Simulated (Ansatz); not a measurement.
## Ligand exchange: C2H5ClSn + GaH2(NH2) → C2H7NSn + GaH2Cl

Species: C2H5ClSn `C[CH2][Sn][Cl]`, singlet; GaH2(NH2), singlet; C2H7NSn `C[CH2][Sn][NH2]`, singlet; GaH2Cl `[Cl][GaH2]`, singlet. The partners trade Cl for NH2: Sn–Cl and Ga–NH2 bonds give way to Sn–NH2 and Ga–Cl.

Shapes, held fixed at every level: PBE0-D4/def2-TZVP. Flexible molecules stand in one conformer, not always the lowest. Programs: Ansatz 0.2.0. The zero-point and thermal change to 298 K, harmonic and unscaled (PBE0-D4/def2-TZVP), is -0.7 kJ/mol.

| level | kind | ΔH(298 K) (kJ/mol) | less CCSD(T)/def2-TZVPP |
| --- | --- | --- | --- |
| HF/def2-SVP | Hartree–Fock | +21.8 | +7.8 |
| HF/def2-TZVPP | Hartree–Fock | +16.4 | +2.4 |
| B3LYP-D4/def2-TZVPP | global hybrid | +19.3 | +5.3 |
| r2SCAN0-D4/def2-TZVPP | global hybrid | +17.1 | +3.1 |
| MP2/def2-SVP | perturbation theory | +14.4 | +0.4 |
| MP2/def2-TZVPP | perturbation theory | +15.6 | +1.6 |
| CCSD(T)/def2-TZVPP | coupled cluster or CI | +14.0 | 0.0 |

The highest level, CCSD(T)/def2-TZVPP, gives ΔH(298 K) = +14.0 kJ/mol; the levels span +14.0 to +21.8. The column of differences is taken from that level and isn't an error. No measured value is set beside it here. For atoms past krypton def2 sets carry core potentials with scalar relativity. Relativity is left out for Ga. Outer-core shells of Ga, Sn are correlated in most correlated rows, in sets that cover them unevenly.

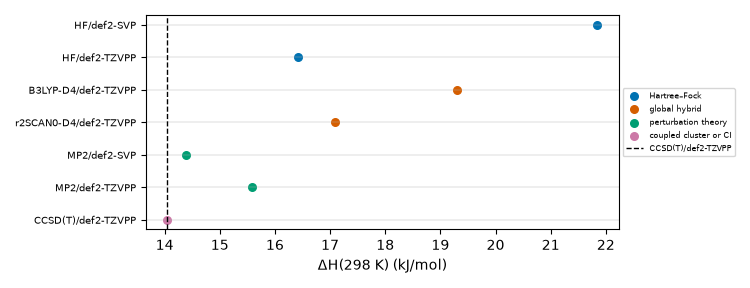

The values of the table, level by level.
